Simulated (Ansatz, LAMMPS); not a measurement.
# Zn2+ BF4- in dimethoxyethane and tetrahydrofuran, from a frame at 400 K (85 atoms): geometry optimisation

Aim: bring Zn2+ BF4- in dimethoxyethane and tetrahydrofuran, from a frame at 400 K (85 atoms) to a nearby minimum of the energy and see what moves.

Calculated with Ansatz 0.2.0; Kohn-Sham DFT, r2SCAN+D3(BJ), PAW (set soft_2), plane waves.

**1. The starting structure**

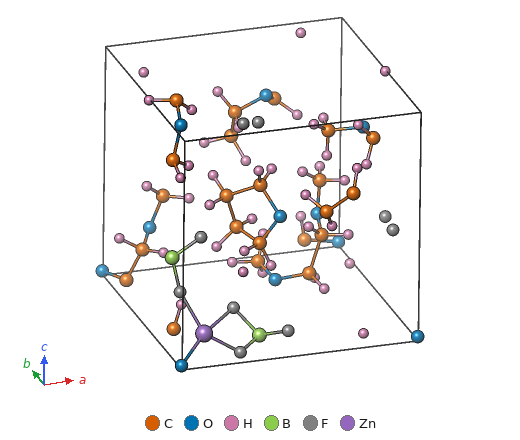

Start, viewed slightly off an axis; carbon orange, oxygen blue, hydrogen pink, boron green, fluorine grey, zinc purple. Bonds to atoms that aren't drawn are left out. Some periodic images of atoms are drawn too.

The cell holds 85 atoms: 20 C, 8 O, 46 H, 2 B, 8 F and 1 Zn. Its edges and angles: a = 9.806 Å, b = 9.806 Å, c = 9.806 Å, α = 90.0°, β = 90.0°, γ = 90.0°. 3 dimethoxyethane, 2 tetrahydrofuran, 1 Zn2+, 2 BF4- placed at random, at 1.15 g/cm³; overlaps pushed apart, then 10 ps at 550 K with stiff harmonic cages for PF6 and BF4 with UFF radii; divalent ions of Li, Roberts, Chakravorty and Merz (J. Chem. Theory Comput. 9, 2733 (2013)); MMFF94 bonds, angles, torsions, charges and radii (Halgren, J. Comput. Chem. 17, 490 (1996)) in harmonic and 12-6 forms; charges of ions scaled by 0.8. Snapshot after 30 ps at 400 K and fixed volume.

Limits known from the start: The network of contacts between molecules at the start is that of the classical potential that made the cell. The density was typed from a rule of thumb and may lie off the real one at this temperature. The Brillouin zone is sampled at Γ only, in a cell whose shortest periodic width is 10 Å.

**2. Making the structure**

A classical potential makes the cell, at a small fraction of what the same run would cost in DFT.

This step: classical MD, stiff harmonic cages for PF6 and BF4 with UFF radii; divalent ions of Li, Roberts, Chakravorty and Merz (J. Chem. Theory Comput. 9, 2733 (2013)); MMFF94 bonds, angles, torsions, charges and radii (Halgren, J. Comput. Chem. 17, 490 (1996)) in harmonic and 12-6 forms; charges of ions scaled by 0.8 (LAMMPS 22 Jul 2025 - Update 4).

in.lmp

```
# Zn2+ BF4- in dimethoxyethane and tetrahydrofuran
units real
atom_style full
boundary p p p
bond_style harmonic
angle_style harmonic
dihedral_style opls
improper_style harmonic
special_bonds lj 0 0 0.5 coul 0 0 0.75
read_data data.lmp
neigh_modify delay 0 every 1 check yes one 4000
comm_modify cutoff 12.0
timestep 0.5
thermo_style custom step time temp pe press density
thermo_modify norm yes
# push overlapping molecules apart
pair_style soft 2.6
pair_coeff * * 0.0
variable a equal ramp(1,60)
fix ad all adapt 1 pair soft a * * v_a
velocity all create 550 8910 mom yes dist gaussian
fix lim all nve/limit 0.03
fix lan all langevin 550 550 50 8911 zero yes
thermo 1000
run 3000 post no
unfix ad
pair_style lj/cut/coul/long 8.8
pair_modify mix arithmetic tail yes
pair_coeff 1 1 0.0678 3.3680   # C
pair_coeff 2 2 0.0763 3.0430   # O
pair_coeff 3 3 0.0216 2.5400   # H
pair_coeff 4 4 0.1800 3.6375   # B
pair_coeff 5 5 0.0500 2.9970   # F
pair_coeff 6 6 0.0035 2.2736   # Zn
# [... 18 lines left out ...]
compute msd all msd com yes
thermo 7500
fix md all nvt temp 400 400 100
run 30000 post no
print "== T400: mean square displacement over the hold $(c_msd[4]:%.2f) A^2"
unfix md
uncompute msd
write_dump all custom T400.dump id type xs ys zs modify sort id
```

On the command line:

```console
lmp -in in.lmp -log none -nocite
```

Numbers of over 12 decimals in the logs are rounded to 6 here.

The log of the run:

```text
LAMMPS (22 Jul 2025 - Update 4)
Reading data file ...
  orthogonal box = (0 0 0) to (9.80591 9.80591 9.80591)
  85 atoms
  orthogonal box = (0 0 0) to (9.80591 9.80591 9.80591)
  91 bonds
  128 angles
  129 dihedrals
WARNING: Bond/angle/dihedral extent > half of periodic box length
   Step          Time           Temp          PotEng         Press         Density
         0   0              550            0.52678254     1392.0505      1.1510007
      1000   500            512.99982      1.9097584      12496.083      1.1510007
      2000   1000           542.53367      2.1695018      28578.235      1.1510007
      3000   1500           472.93409      2.0372196      18996.837      1.1510007
WARNING: Bond/angle/dihedral extent > half of periodic box length
Loop time of 0.308938 s on 1 MPI rank(s) for 3000 steps with 85 atoms
PPPM initialization ...
  G vector (1/distance) = 0.28582975
  grid = 5 5 5
[... 31 lines left out ...]
Loop time of 5.19811 s on 1 MPI rank(s) for 10000 steps with 85 atoms
WARNING: Bond/angle/dihedral extent > half of periodic box length
   Step          Time           Temp          PotEng         Press         Density
[... 4 lines left out ...]
WARNING: Bond/angle/dihedral extent > half of periodic box length
Loop time of 2.58221 s on 1 MPI rank(s) for 5000 steps with 85 atoms
WARNING: Bond/angle/dihedral extent > half of periodic box length
   Step          Time           Temp          PotEng         Press         Density
[... 2 lines left out ...]
     30000   29000          411.75808     -3.0776644      1552.5361      1.1510007
     37500   36500          487.19075     -2.8326124     -5146.4063      1.1510007
     45000   44000          393.21904     -2.9331255     -14471.695      1.1510007
     47000   46000          432.006       -2.8807121      13718.44       1.1510007
WARNING: Bond/angle/dihedral extent > half of periodic box length
Loop time of 15.3545 s on 1 MPI rank(s) for 30000 steps with 85 atoms
== T400: mean square displacement over the hold 11.07 A^2
```

Elapsed: 25 s, on 1 thread of Intel Xeon Platinum 8259CL at 2.50GHz (Skylake/Cascade Lake), shared host; peak memory 0.12 GiB.

The input also reads data.lmp (atoms, bonds and types; not printed here).

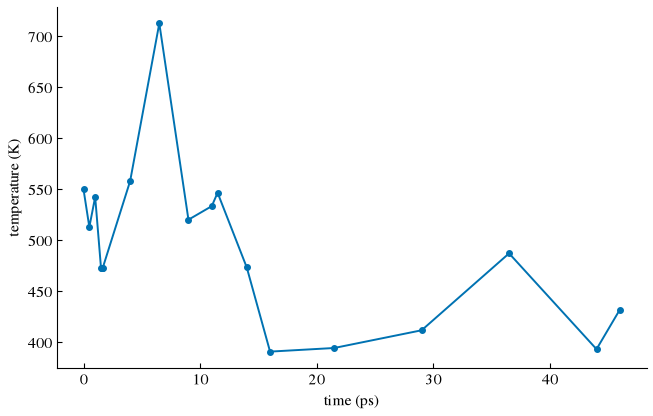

Temperature against time.

**3. Single point at the start**

The forces at the start show how far the geometry lies from a minimum of this functional.

input.yaml

```yaml
crystal:
  lattice:
    - [9.80591, 0.0, 0.0]
    - [0.0, 9.80591, 0.0]
    - [0.0, 0.0, 9.80591]
  atoms:
    - { symbol: C, position: [0.234, 0.9518, 0.33778] }
    - { symbol: O, position: [0.18467, 0.96778, 0.19855] }
    - { symbol: C, position: [0.11299, 0.84299, 0.16293] }
    - { symbol: C, position: [0.05437, 0.86683, 0.02724] }
    - { symbol: O, position: [0.99722, 0.00011, 0.01922] }
    - { symbol: C, position: [0.85117, 0.99482, 0.04956] }
    - { symbol: H, position: [0.32214, 0.88488, 0.34389] }
    - { symbol: H, position: [0.26962, 0.04666, 0.37536] }
    - { symbol: H, position: [0.15371, 0.91825, 0.40404] }
    - { symbol: H, position: [0.17031, 0.74886, 0.18139] }
    - { symbol: H, position: [0.0156, 0.84636, 0.2231] }
    - { symbol: H, position: [0.11188, 0.85178, 0.93485] }
    - { symbol: H, position: [0.9738, 0.7871, 0.01596] }
    - { symbol: H, position: [0.79536, 0.08266, 0.02463] }
    - { symbol: H, position: [0.83399, 0.99254, 0.15511] }
    - { symbol: H, position: [0.79705, 0.9132, 0.99487] }
    - { symbol: C, position: [0.56615, 0.73247, 0.10004] }
    - { symbol: O, position: [0.59267, 0.59506, 0.07365] }
    - { symbol: C, position: [0.72984, 0.57387, 0.09246] }
    - { symbol: C, position: [0.78536, 0.58859, 0.24723] }
    - { symbol: O, position: [0.81218, 0.72598, 0.28017] }
    - { symbol: C, position: [0.82182, 0.72793, 0.42355] }
    - { symbol: H, position: [0.61102, 0.80425, 0.01527] }
    - { symbol: H, position: [0.4623, 0.75034, 0.1019] }
    - { symbol: H, position: [0.6002, 0.77186, 0.19992] }
    - { symbol: H, position: [0.75941, 0.47299, 0.06313] }
    - { symbol: H, position: [0.77954, 0.65333, 0.03425] }
    - { symbol: H, position: [0.71167, 0.53703, 0.3139] }
    - { symbol: H, position: [0.88127, 0.53845, 0.25738] }
    - { symbol: H, position: [0.85532, 0.82815, 0.43905] }
    - { symbol: H, position: [0.90574, 0.66468, 0.43901] }
    - { symbol: H, position: [0.73942, 0.70197, 0.48273] }
    - { symbol: C, position: [0.78613, 0.52383, 0.73105] }
    - { symbol: O, position: [0.9145, 0.46772, 0.75294] }
    - { symbol: C, position: [0.9087, 0.32359, 0.76537] }
    - { symbol: C, position: [0.03834, 0.25756, 0.80676] }
    - { symbol: O, position: [0.07044, 0.25836, 0.95509] }
    - { symbol: C, position: [0.09767, 0.39746, 0.00214] }
    - { symbol: H, position: [0.77662, 0.51078, 0.62817] }
    - { symbol: H, position: [0.70782, 0.47485, 0.78856] }
    - { symbol: H, position: [0.80081, 0.63043, 0.73984] }
    - { symbol: H, position: [0.83444, 0.29296, 0.84484] }
    - { symbol: H, position: [0.86844, 0.28521, 0.67208] }
    - { symbol: H, position: [0.03434, 0.14958, 0.77393] }
    - { symbol: H, position: [0.11867, 0.29887, 0.75517] }
    - { symbol: H, position: [0.12992, 0.40349, 0.10259] }
    - { symbol: H, position: [0.99792, 0.44658, 0.99547] }
    - { symbol: H, position: [0.17931, 0.44567, 0.93047] }
    - { symbol: C, position: [0.62433, 0.05979, 0.58811] }
    - { symbol: C, position: [0.52141, 0.95582, 0.56146] }
    - { symbol: C, position: [0.51221, 0.88424, 0.69659] }
    - { symbol: O, position: [0.64612, 0.89365, 0.74883] }
    - { symbol: C, position: [0.71718, 0.99915, 0.6822] }
    - { symbol: H, position: [0.66689, 0.11348, 0.4983] }
    - { symbol: H, position: [0.56585, 0.15055, 0.63196] }
    - { symbol: H, position: [0.41901, 0.98931, 0.53156] }
    - { symbol: H, position: [0.56039, 0.88368, 0.47732] }
    - { symbol: H, position: [0.49164, 0.77859, 0.67481] }
    - { symbol: H, position: [0.4517, 0.92367, 0.77775] }
    - { symbol: H, position: [0.79694, 0.94438, 0.62351] }
    - { symbol: H, position: [0.75523, 0.06787, 0.75881] }
    - { symbol: C, position: [0.35944, 0.52786, 0.49768] }
    - { symbol: C, position: [0.40814, 0.5419, 0.34958] }
    - { symbol: C, position: [0.45867, 0.39996, 0.33136] }
    - { symbol: O, position: [0.53642, 0.37656, 0.44739] }
    - { symbol: C, position: [0.47749, 0.45552, 0.55982] }
    - { symbol: H, position: [0.33443, 0.62637, 0.55002] }
    - { symbol: H, position: [0.26798, 0.46944, 0.49342] }
    - { symbol: H, position: [0.32903, 0.55554, 0.26775] }
    - { symbol: H, position: [0.49715, 0.61225, 0.34444] }
    - { symbol: H, position: [0.50378, 0.38833, 0.23204] }
    - { symbol: H, position: [0.36965, 0.3276, 0.33797] }
    - { symbol: H, position: [0.55009, 0.53157, 0.59042] }
    - { symbol: H, position: [0.44901, 0.3941, 0.6513] }
    - { symbol: B, position: [0.39233, 0.19501, 0.02196] }
    - { symbol: F, position: [0.48146, 0.09825, 0.06976] }
    - { symbol: F, position: [0.30286, 0.25861, 0.127] }
    - { symbol: F, position: [0.28047, 0.09987, 0.00065] }
    - { symbol: F, position: [0.4054, 0.28143, 0.91547] }
    - { symbol: B, position: [0.03868, 0.25454, 0.38111] }
    - { symbol: F, position: [0.98503, 0.38608, 0.38582] }
    - { symbol: F, position: [0.94007, 0.15611, 0.42848] }
    - { symbol: F, position: [0.1517, 0.23042, 0.46605] }
    - { symbol: F, position: [0.06037, 0.21466, 0.24451] }
    - { symbol: Zn, position: [0.13525, 0.12857, 0.08897] }
kpoints:
  mp_grid: { grid: [1, 1, 1] }
hamiltonian:
  xc: r2scan
  dispersion: d3bj
scf:
  occupations: { method: gaussian, width: 0.025 }
output:
  forces: true
  stress: true
  populations: true
  dos:
    method: { smearing: { sigma: 0.1 } }
    de: 0.1
    projected: { site_lists: { B: [B], C: [C], F: [F], H: [H], O: [O] } }
  eigenvalues: true
```

On the command line:

```console
ansatz run input.yaml --threads 4 --pin off --max-ram 8192MiB --backend cpu --events-out ev --progress --plain --runs-dir out
```

The log of the run:

```text
Warning: the engine holds no damping parameters fitted to this dispersion correction and functional, so the run takes those fitted to r2scan beside the three-body term, which d3bj leaves out (hamiltonian.dispersion, under Limitations)
Engine: ansatz 0.2.0, x86_64-unknown-linux-gnu
Pseudopotentials: kind: paw
Pseudopotential: C, paw, valence charge 4, recommended cutoff 500 eV (meta_gga), C.paw.azcp
Pseudopotential: O, paw, valence charge 6, recommended cutoff 500 eV (meta_gga), O.paw.azcp
Pseudopotential: H, paw, valence charge 1, recommended cutoff 500 eV (meta_gga), H.paw.azcp
Pseudopotential: B, paw, valence charge 3, recommended cutoff 500 eV (meta_gga), B.paw.azcp
Pseudopotential: F, paw, valence charge 7, recommended cutoff 500 eV (meta_gga), F.paw.azcp
Pseudopotential: Zn, paw, valence charge 12, recommended cutoff 500 eV (meta_gga), Zn.paw.azcp
Functional definition: r2SCAN
  parameter k0 = 0.174
  parameter k1 = 0.065
  parameter a1 = 4.9479
  exchange = r2scan_x(k0 = k0, k1 = k1, a1 = a1)
  correlation = r2scan_c
Crystal: 85 atoms, lattice volume = 942.896 Å³
Basis set: ecut = 500 eV, 23847 PW (Γ), exchange–correlation on 288×288×288 points (64 copies of the dense FFT grid, shifted against one another)
Bands: 209, of which v1, the nominal top of the filled ones, is band 124 counted from 1 (123 counted from 0)
Symmetry: 1 space group operations
Space group: P1 (ITA 1), of the structure as read, at distance tolerance 9.8e-5 Å
k-points: 1
Non-local potential: C, projectors of the file, l = 0: 2, l = 1: 2, l = 2: 1
Non-local potential: O, projectors of the file, l = 0: 2, l = 1: 2, l = 2: 1
Non-local potential: H, projectors of the file, l = 0: 2, l = 1: 1
Non-local potential: B, projectors of the file, l = 0: 2, l = 1: 2, l = 2: 1
Non-local potential: F, projectors of the file, l = 0: 2, l = 1: 2, l = 2: 1
Non-local potential: Zn, projectors of the file, l = 0: 2, l = 1: 2, l = 2: 3, l = 3: 1
PAW form: soft (Blöchl's): semilocal exchange-correlation on the pseudo side does not see the compensation charge
PAW frozen core: C, regenerated for the run's functional (the file was generated under x = pbe(κ = 0.804, μ = 0.219515), c = pbe(β = 0.066725))
PAW frozen core: O, regenerated for the run's functional (the file was generated under x = pbe(κ = 0.804, μ = 0.219515), c = pbe(β = 0.066725))
PAW frozen core: B, regenerated for the run's functional (the file was generated under x = pbe(κ = 0.804, μ = 0.219515), c = pbe(β = 0.066725))
PAW frozen core: F, regenerated for the run's functional (the file was generated under x = pbe(κ = 0.804, μ = 0.219515), c = pbe(β = 0.066725))
PAW frozen core: Zn, regenerated for the run's functional (the file was generated under x = pbe(κ = 0.804, μ = 0.219515), c = pbe(β = 0.066725))
PAW one-centre angular grid: C, 302 points (default); XC on 239 of its mesh's 2573 points in the sphere
PAW one-centre angular grid: O, 302 points (default); XC on 160 Gauss nodes
PAW one-centre angular grid: H, 302 points (default); XC on 160 Gauss nodes
PAW one-centre angular grid: B, 302 points (default); XC on 160 Gauss nodes
PAW one-centre angular grid: F, 302 points (default); XC on 160 Gauss nodes
PAW one-centre angular grid: Zn, 590 points (default); XC on 261 of its mesh's 2673 points in the sphere
Initial density: superposition of atomic densities (neutral atoms: chi_scale 0, normalization atom), corrected by the library's trained network
Initial wavefunctions: pseudopotential atomic-orbital guess
Functional: x = r2scan, c = r2scan; τ floored in thin density (d = 2e-4 eV/Å³)
SCF iter   1: F=—  HF=-20437.857012 eV  |F-HF|=—  |Δ(HF+E_count)|=         —  Δρ=8.56e-3  dr2=8.30e-1  dr2_τ=6.18e0  ethr=1.77e-3  ⟨swp⟩=6.0  Hψ=959  notcnv=0  defer=30
preconditioner: auto → Resta (q_TF=auto, 2.184 Å⁻¹)  ε∞=2.2  [insulator: Δε(μ)=5.138 eV  Ē_g=16.368 eV  σ=0.025 eV  W_gap=1.00  n_scr=170 (ndim 8)  ℏωp=18.3 eV  f_vac=0.321  D(μ)=0.00/eV (n_scr^D=0)  ε∞_Penn≈2.2]
SCF iter   2: F=—  HF=-20437.028573 eV  |F-HF|=—  |Δ(HF+E_count)|=   8.28e-1  Δρ=4.27e-3  dr2=1.76e-1  dr2_τ=1.32e-2  ethr=3.35e-4  ⟨swp⟩=3.0  Hψ=372  notcnv=0  defer=80
SCF iter   3: F=—  HF=-20437.005728 eV  |F-HF|=—  |Δ(HF+E_count)|=   2.28e-2  Δρ=1.73e-3  dr2=3.67e-2  dr2_τ=2.10e-3  ethr=7.10e-5  ⟨swp⟩=3.0  Hψ=248  notcnv=0  defer=80
SCF iter   4: F=—  HF=-20437.005406 eV  |F-HF|=—  |Δ(HF+E_count)|=   3.22e-4  Δρ=7.59e-4  dr2=5.76e-3  dr2_τ=3.77e-4  ethr=1.48e-5  ⟨swp⟩=2.0  Hψ=339  notcnv=0  defer=80
SCF iter   5: F=—  HF=-20437.006410 eV  |F-HF|=—  |Δ(HF+E_count)|=   1.00e-3  Δρ=2.97e-4  dr2=1.12e-3  dr2_τ=5.29e-5  ethr=2.32e-6  ⟨swp⟩=3.0  Hψ=230  notcnv=0  defer=80
SCF iter   6: F=—  HF=-20437.007832 eV  |F-HF|=—  |Δ(HF+E_count)|=   1.42e-3  Δρ=1.49e-4  dr2=1.91e-4  dr2_τ=2.12e-5  ethr=4.52e-7  ⟨swp⟩=2.0  Hψ=245  notcnv=0  defer=80
SCF iter   7: F=—  HF=-20437.008164 eV  |F-HF|=—  |Δ(HF+E_count)|=   3.32e-4  Δρ=4.40e-5  dr2=2.11e-5  dr2_τ=1.94e-6  ethr=7.72e-8  ⟨swp⟩=2.0  Hψ=247  notcnv=0  defer=80
SCF iter   8: F=—  HF=-20437.009128 eV  |F-HF|=—  |Δ(HF+E_count)|=   9.64e-4  Δρ=2.11e-5  dr2=4.39e-6  dr2_τ=4.42e-7  ethr=8.52e-9  ⟨swp⟩=2.0  Hψ=327  notcnv=0  defer=80
SCF iter   9: F=—  HF=-20437.009143 eV  |F-HF|=—  |Δ(HF+E_count)|=   1.44e-5  Δρ=6.22e-6  dr2=5.11e-7  dr2_τ=4.70e-8  ethr=1.77e-9  ⟨swp⟩=2.0  Hψ=244  notcnv=0  defer=80
SCF iter  10: F=-20437.009146 eV  HF=-20437.009145 eV  |F-HF|=3.39e-7  |Δ(HF+E_count)|=   2.74e-6  Δρ=2.98e-6  dr2=8.77e-8  dr2_τ=9.31e-9  ethr=4.03e-11  ⟨swp⟩=16.0  Hψ=1588  notcnv=0
SCF 1 converged in 10 iterations: F = -20437.009146 eV  dr2 = 8.77e-8
  greatest PAW one-centre occupation: 0.993 electrons in one spin orbital (limit 2), on the Zn atom at site 84 (counted from 0), in its partial waves of l = 2
SCF converged after 10 iterations
Free energy (F): -20437.009146 eV
Harris-Foulkes:  -20437.009145 eV  (|F-HF|=3.39e-7)
Internal energy: -20437.009146 eV  (E = F + TS)
E sigma→0 (E₀):  -20437.009146 eV
Fermi energy:    1.566231 eV
--- Per-component energies (eV) ---
  E_band       = -2331.880782
  E_kinetic    = 5806.450998
  E_local      = -28335.172131  (includes V_loc(G=0)·N_el)
  E_nonlocal   = 2233.409483
  E_hartree    = 11499.772678
  E_xc         = -2770.240205
  E_vxc        = -3818.552153  (∫ρ·V_xc dr)
  E_paw        = -6974.588162  (= ΣΔE_a)
  E_vpaw       = -1460.466255  (= ΣTr[D̂ρ^β])
  E_aug_tail   = -0.006646  (compensation charges beyond the density's cutoff)
  E_vtau       = 242.928502  (kinetic-family band-sum trace: ∫τ·v_τ [+ j·A + Jᵃ·Aᵃ] dr)
  E_ewald      = -1893.641927
  E_disp       = -1.771596  (pairwise vdW)
  E_core_change = -1.221637  (= ΣΔE_core)
  E_smearing   = -0.000000  (= −TS)
  E_closure    = 0.000000  (closes the sum)
  Σ components = -20437.009146   (vs F -20437.009146, Δ=0.00e0)
--- Forces (eV/Å), atoms counted from 1 ---
  atom   1  C      0.43918032     0.17199978    -0.54634550
  atom   2  O      0.95298531    -2.47951322     2.00778313
  atom   3  C     -1.43028449     1.55177516     1.08189532
  atom   4  C     -1.05994458    -1.92617451    -1.79193428
  atom   5  O     -2.12866503    -0.82431988    -0.43603702
  atom   6  C     -0.07064541    -0.55293463    -0.57788014
  atom   7  H     -0.12584924    -0.48018989    -0.42160000
  atom   8  H      0.04571376     1.13024471    -0.03709540
  atom   9  H     -0.55387179    -0.29211475     0.20424769
  atom  10  H      0.05628892     0.33539946    -0.22128314
  atom  11  H      1.06427973    -0.57416471     0.38734428
  atom  12  H      1.01726852     0.23847373    -0.06100365
  atom  13  H      0.23812032     0.64843500     0.04357551
  atom  14  H      0.12595977     1.76639514    -1.05333802
[...]
atom  84  F      0.02070005     0.79936590    -0.07390369
  atom  85  Zn    -3.47112310     0.72574161     2.15990317
  max |Σ_I F_I| component: 4.30e-4 eV/Å
--- Stress (GPa, compression-positive) ---
        5.289713      -0.532508       0.670731
       -0.532508       2.702749       0.417561
        0.670731       0.417560       2.167096
  P = ⅓ Tr σ = 3.3865 GPa (33.865 kbar)
--- Band table (eV) ---
  k-point 0: bands = ["-28.2175", "-27.6347", "-26.8009", "-26.2305", [... 193 levels ...], "10.9523", "11.0210", "11.1572", "11.2133", "11.2483", "11.3281", "11.4164", "11.4961", "11.5666", "11.6850", "11.7703", "11.8040"]
--- Löwdin populations: 85 sites ---
  site symbol       q [e]
     0      C      4.2380
     1      O      6.4132
     2      C      4.0508
[...]
84     Zn     10.3939
  spilling = 0.012088 (of n_electrons = 248.000000)
```

It took 27 s on 4 threads of Intel Xeon Platinum 8259CL at 2.50GHz (Skylake/Cascade Lake), shared host; peak memory 2.3 GiB; 99 s of CPU time.

Notices of the run: dispersion damping borrowed.

The run gave:

* free energy: -20437.0091 eV
* free energy per atom: -240.4354 eV/atom
* SCF cycles: 10
* pressure: 3.387 GPa
* r.m.s. force component: 1.227 eV/Å
* longest force: 7.28 eV/Å
* Fermi energy: 1.566 eV
* gap (highest filled to lowest empty level): 4.846 eV
* spilling of the projection: 0.01209

The r.m.s. force component of 1.2 eV/Å and the pressure of 3.4 GPa set the starting point.

Neighbours are counted within 1.34 Å (H-C), 1.85 Å (C-C), 1.73 Å (C-O), 1.72 Å (F-B), 2.09 Å (F-Zn), 2.38 Å (O-Zn).

Length of the force by element and coordination:

```tsv
element	coordination	atoms	mean length of the force (eV/Å)	spread	least	most
B	all	2	3.08	0.130	2.96	3.21
C	all	20	2.35	1.20	0.696	5.89
F	all	8	2.24	2.05	0.778	7.28
F	1	6	1.64	0.808	0.778	3.01
F	2	2	4.04	3.24	0.803	7.28
H	all	46	1.25	0.686	0.338	3.37
O	all	8	2.17	0.656	1.01	3.33
O	2	5	1.91	0.591	1.01	2.76
O	3	3	2.59	0.526	2.13	3.33
Zn	all	1	4.15	0	4.15	4.15
```

(Part 1 of 3 ends here.)

[Logs are printed without paths, hosts, clocks, repeated set-up lines and the standing remarks that a program may print on its own settings, such as how far it seeks lower states.]

[Hosts, paths, dates, database ids (printed as entryN), source tags and the programs' standing remarks are cut or masked in the printed files.]

[The MMFF94 radii named for the starting cell were scaled by 0.96; in molecules described by MMFF94, hydrogen bound to N, O or S took a small fixed 12-6 site in their place.]
